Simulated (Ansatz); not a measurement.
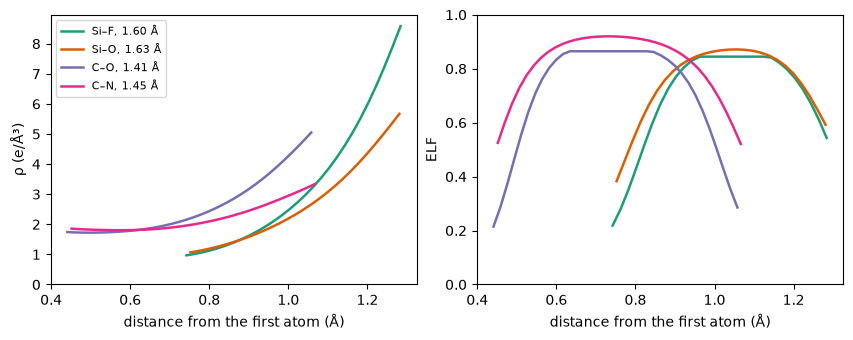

C$_{2}$H$_{8}$FNOSi (SMILES CN[SiH](F)OC). Electron density and ELF along straight lines between neighbouring atoms. The curves leave out the atomic cores.

Geometry: PBE0-D4/def2-TZVP.

Computed with RKS PBE0-D4/def2-TZVPP (Ansatz).

The calculation's input:

```
crystal:
  periodic: [false, false, false]
  atoms:
    - {symbol: C, position_ang: [-0.194105, -2.536845, 0.608325]}
    - {symbol: N, position_ang: [-0.601151, -1.184491, 0.297798]}
    - {symbol: Si, position_ang: [0.434026, 0.079071, -0.114057]}
    - {symbol: F, position_ang: [0.931566, 0.073522, -1.639680]}
    - {symbol: O, position_ang: [-0.409463, 1.452558, 0.104028]}
    - {symbol: C, position_ang: [-0.073962, 2.710079, -0.439803]}
    - {symbol: H, position_ang: [-0.705484, -2.912631, 1.499564]}
    - {symbol: H, position_ang: [-0.378666, -3.236239, -0.214742]}
    - {symbol: H, position_ang: [0.877767, -2.558122, 0.819988]}
    - {symbol: H, position_ang: [-1.592506, -1.058497, 0.173327]}
    - {symbol: H, position_ang: [1.684039, -0.017323, 0.670902]}
    - {symbol: H, position_ang: [0.158536, 2.638332, -1.506354]}
    - {symbol: H, position_ang: [-0.929369, 3.374994, -0.310294]}
    - {symbol: H, position_ang: [0.785673, 3.146293, 0.079797]}
basis:
  gaussian: {orbitals: def2-TZVPP}
hamiltonian: {xc: pbe0, dispersion: d4}
output: {orbitals: {seedname: orbitals}}
```

Command:

```sh
ansatz run in.yaml --threads 2 --pin off --events-out ev --progress --plain --max-ram 32768MiB --backend cuda --devices 0, --max-vram 18GiB
```

What can be read from the curves?

Answer. Si–F (1.60 Å): ρ at the midpoint is about 1.1 e/Å³; the ELF peaks at about 0.85 in the valence shell of F, 0.6 Å from its nucleus, and is about 0.45 at the midpoint.
Si–O (1.63 Å): ρ is about 1.2 e/Å³ halfway; the ELF peaks at about 0.85 between the atoms; a short, strongly polar bond.
C–O (1.41 Å): ρ is about 2 e/Å³ halfway, with its minimum of 1.7 e/Å³ about 0.5 Å from C; the ELF peaks at about 0.85 between the atoms (a polar covalent bond).
C–N (1.45 Å): ρ is about 1.9 e/Å³ halfway; the ELF peaks at about 0.90 between the atoms: a shared electron pair.
